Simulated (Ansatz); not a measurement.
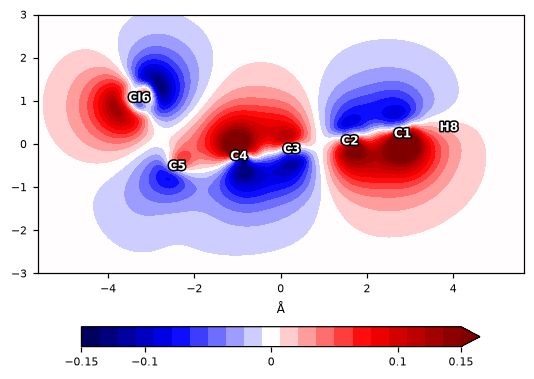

C5H2ClF (SMILES C#CC#C[C@H](F)Cl). The HOMO−1 on the plane of atoms C4, C5 and Cl6 (values in Å⁻³ᐟ²; the overall sign is arbitrary).

Geometry: PBE-D3(BJ)/def2-SVP.

These are results of isolated molecule in a Gaussian basis; Kohn-Sham density functional theory, functional PBE0 in Ansatz 0.2.0, not measurements.

The calculation's input:

```
crystal:
  periodic: [false, false, false]
  atoms:
    - symbol: C
      position_ang: [-4.774155, -0.970182, 0.830358]
    - symbol: C
      position_ang: [-3.600136, -0.662175, 0.627942]
    - symbol: C
      position_ang: [-2.296694, -0.323039, 0.403751]
    - symbol: C
      position_ang: [-1.122288, -0.008677, 0.202903]
    - symbol: C
      position_ang: [0.262188, 0.330606, -0.070842]
    - symbol: Cl
      position_ang: [0.572251, 2.065942, 0.373240]
    - symbol: F
      position_ang: [1.124588, -0.475068, 0.622353]
    - symbol: H
      position_ang: [-5.806178, -1.239643, 1.008543]
    - symbol: H
      position_ang: [0.499050, 0.254421, -1.153746]
basis:
  gaussian: {orbitals: def2-SVPD}
hamiltonian: {xc: pbe0}
output: {forces: true, orbitals: {seedname: orbitals}}
```

Launched as:

```sh
ansatz run input.yaml --threads 2 --pin off --max-ram 4350MiB --events-out events.jsonl --progress --plain --runs-dir runs
```

> Describe this orbital and give its energy.

It lies mainly on C1 (about 30 %), C4 (about 25 %), C2 (about 20 %) and C3 (about 15 %). Its energy is −8.02 eV.
